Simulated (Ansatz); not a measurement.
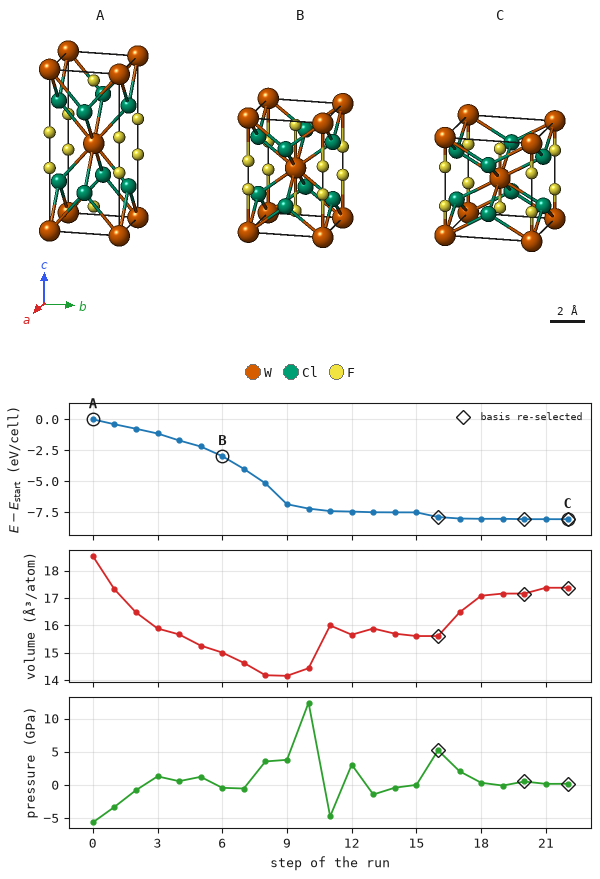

Frames of a relaxation of crystalline WCl₂F₂ (a generated structure, set up in I4/mmm) (coarse preliminary run), marked on the history of the run. A ball-and-stick model of the conventional cell (2 times the calculation's cell), seen slightly off an axis. Lengths and directions refer to the drawn axes.

These are results of Ansatz, DFT PBE, scalar-relativistic, plane waves, PAW, not measurements.

The input:
```yaml
crystal:
  lattice:
    - [-2.15250492, 2.15250492, 5.00041884]
    - [2.15250492, -2.15250492, 5.00041884]
    - [2.15250492, 2.15250492, -5.00041884]
  atoms:
    - { symbol: W, position: [0.0, 0.0, 0.0] }
    - { symbol: Cl, position: [0.75, 0.25, 0.5] }
    - { symbol: Cl, position: [0.25, 0.75, 0.5] }
    - { symbol: F, position: [0.38999999, 0.38999999, 0.0] }
    - { symbol: F, position: [0.61000001, 0.61000001, 0.0] }
basis:
  ecutwfc: 420
kpoints:
  mp_grid: { grid: [6, 6, 6] }
hamiltonian:
  xc: pbe
scf:
  occupations: { method: gaussian, width: 0.1 }
  lower_state_search: "off"
output:
  forces: true
  stress: true
  eigenvalues: true
  populations: true
magnetization:
  spin_polarized: true
relax:
  adjacent_minimum: "off"
  f_tol: 0.04
  max_steps: 70
  cell: { stress_tol: 0.4 }
```

Run as
```bash
ansatz run input.yaml --threads 1 --pin off --max-ram 2560MiB --backend cpu --events-out ev --progress --plain --runs-dir out
```

Q: What happens along the run?

A: The largest moves relative to the cell, 0.54 Å, are those of F4 and F5. F4 goes along −c. W and Cl stay in place. Cell: a = b 4.305 → 5.356 Å (+24.4 %), c 10.001 → 6.056 Å (−39.4 %). Volume −6.3 %. Near-neighbour distances that change, for instance: W1–F4 3.900 → 1.826 Å, W1–Cl2 3.299 → 3.076 Å. New bonds form: W1–F4 (3.90 → 1.83 Å), W1–F5 (3.90 → 1.83 Å). The space group stays I4/mmm (No. 139). Over 19 accepted moves (22 points after the start) the energy falls by 8.055 eV per cell of the calculation. Largest force component: 0.66 eV/Å at the start, 0.026 eV/Å at the end. The pressure goes from −5.66 to 0.17 GPa. At 3 points the geometry stayed and the basis and grid were re-selected for the new cell (energy shift of 0.375 eV per cell of the calculation at most each time). The run may lie on a higher electronic state than the lowest, so the end point isn't shown to be the ground-state structure. The run took 5.1 min on 1 thread of Intel(R) Xeon(R) Processor @ 2.70GHz, with other jobs on the host, peak memory 0.68 GiB. From step 0 to 6: F atoms move most (0.09 Å), volume −19.0 %, energy −2.970 eV per cell of the calculation. From step 6 to 22: F atoms move most (0.46 Å), volume +15.8 %, energy −5.085 eV per cell of the calculation.

```csv
step,"E − E(0), meV/atom","largest force component, eV/Å","pressure, GPa","volume, Å³/atom",note
0,0.00,0.6600,-5.66,18.535,
1,-79.13,0.3159,-3.32,17.323,
2,-151.84,0.1768,-0.80,16.476,
3,-228.30,0.9938,1.29,15.887,
4,-340.32,1.3258,0.57,15.671,
5,-438.04,2.3598,1.22,15.263,
6,-594.01,3.2358,-0.44,15.008,
7,-798.75,5.1013,-0.54,14.632,
8,-1031.72,6.3630,3.54,14.180,
9,-1369.44,4.1186,3.78,14.158,
10,-1439.73,0.9426,12.40,14.436,
11,-1480.33,1.0470,-4.75,15.998,
12,-1487.92,1.0161,3.06,15.660,
13,-1498.97,0.0479,-1.44,15.885,
14,-1500.59,0.0289,-0.41,15.698,
15,-1500.91,0.0017,0.01,15.611,
16,-1575.94,0.0240,5.22,15.611,"same geometry, new basis"
17,-1600.08,0.0116,2.05,16.478,
18,-1604.66,0.0532,0.33,17.084,
19,-1604.59,0.0294,-0.10,17.162,
20,-1610.50,0.0268,0.52,17.162,"same geometry, new basis"
21,-1610.61,0.0255,0.16,17.375,
22,-1611.01,0.0256,0.17,17.375,"same geometry, new basis"
```
